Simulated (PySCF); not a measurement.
C$_{4}$H$_{11}$GeNSi

The calculation's input:

```
{"job": {"kind": "uv", "xc": "CAM-B3LYP", "basis": "def2-SVPD", "nstates": 8, "ntriplets": 3}, "charge": 0, "multiplicity": 1}
Ge    -2.917205    -0.598650    -0.209340
N     -1.409571    -0.055547     0.628297
C     -0.092862    -0.534641     0.216185
C      0.431803     0.188268    -0.994351
C      1.588748     0.822124    -0.916053
C      2.365027     0.767357     0.366564
Si     1.266739    -0.258666     1.544626
H     -4.047459    -0.021670     0.578167
H     -2.897863    -2.091516    -0.135791
H     -3.097335    -0.212447    -1.660249
H     -1.369629     0.928037     0.859866
H     -0.221640    -1.596088    -0.028364
H     -0.188523     0.192421    -1.882220
H      2.007268     1.376283    -1.745177
H      3.339227     0.309021     0.188038
H      2.569498     1.779036     0.722335
H      1.899788    -1.504290     1.980960
H      0.765230     0.517283     2.680570
```

Run with:

```sh
OMP_NUM_THREADS=1 python probes_run.py task.json out
```

Geometry: GFN2-xTB.

All numbers below come from PySCF 2.14.0, CAM-B3LYP/def2-SVPD, SCF density, gas phase.

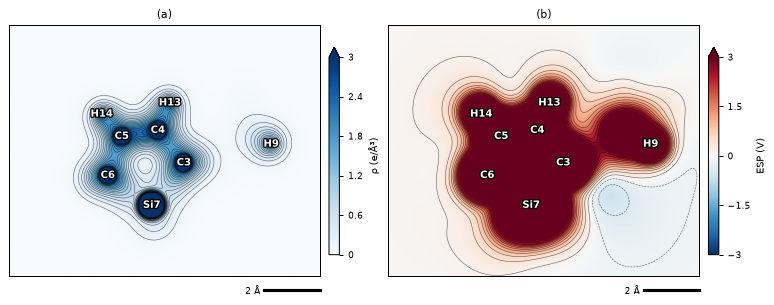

Figure 1. (a) electron density; (b) electrostatic potential on the plane of atoms C4, C3 and Si7.

> Describe what can be read from this map.

The section cuts through C, Si and H sites. C–C (1.32 Å): ρ at the midpoint is about 2.4 e/Å³. C–Si (1.91 Å): the density is about 0.92 e/Å³ at the midpoint. C–C (1.50 Å): the density is about 1.7 e/Å³ at the midpoint. C–H (1.08 Å): ρ at the midpoint is about 2 e/Å³. Outside the dense part of the molecule the potential is most negative (−0.6 V) near N2, which lies off the plane.

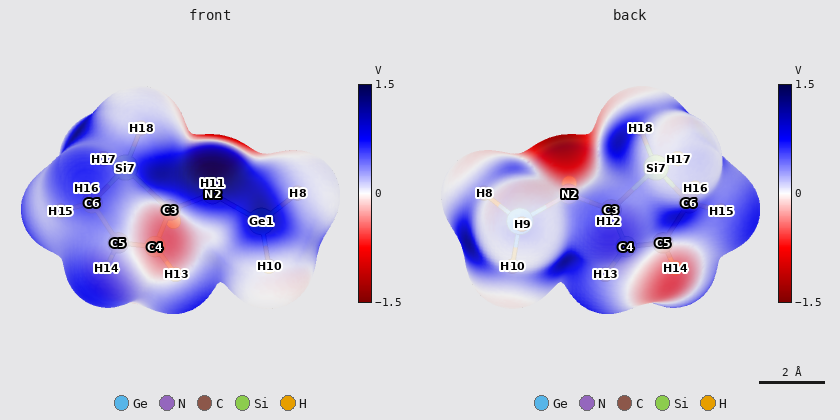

Figure 2. The electrostatic potential painted on the density surface at 0.002 e/bohr³, seen from the front and from behind; red is negative and blue positive.

> Describe the electrostatic potential map.

The most negative region (about −1.2 V, or −28 kcal/mol for a unit charge) lies over N2, the most positive (about +1.4 V, or +32 kcal/mol for a unit charge) over H11. N2 is the likeliest acceptor of a hydrogen bond.
